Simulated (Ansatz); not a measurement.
**A computed series for hypothetical zinc blende BiB: pressure series**

Base system: BiB in the zinc blende structure (space group F-43m, No. 216; a = 5.456 Å; a hypothetical phase, not in the database extracts checked).

Cell and atoms are relaxed at each pressure.

Computed with DFT with PBEsol, PAW potentials and a 420 eV plane-wave cutoff in Ansatz (an electronic-structure program), no spin-orbit coupling.

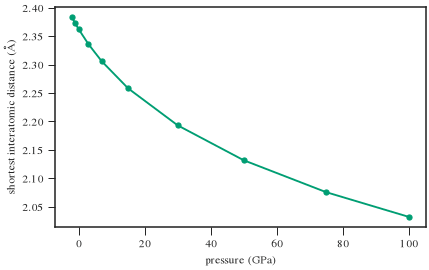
Shortest interatomic distance against pressure

**Question.** From the plot, what is the shortest interatomic distance for pressure 50 GPa?

**Answer.** About 2.13 Å.

**Question.** Is the trend monotonic over the range shown?

**Answer.** Yes, it falls throughout, spanning 2.032 Å to 2.383 Å.

Load acts through the strain it causes; cell and atoms are relaxed under it. Whether these cells are dynamically stable was not tested. Competing high-pressure phases were not computed.
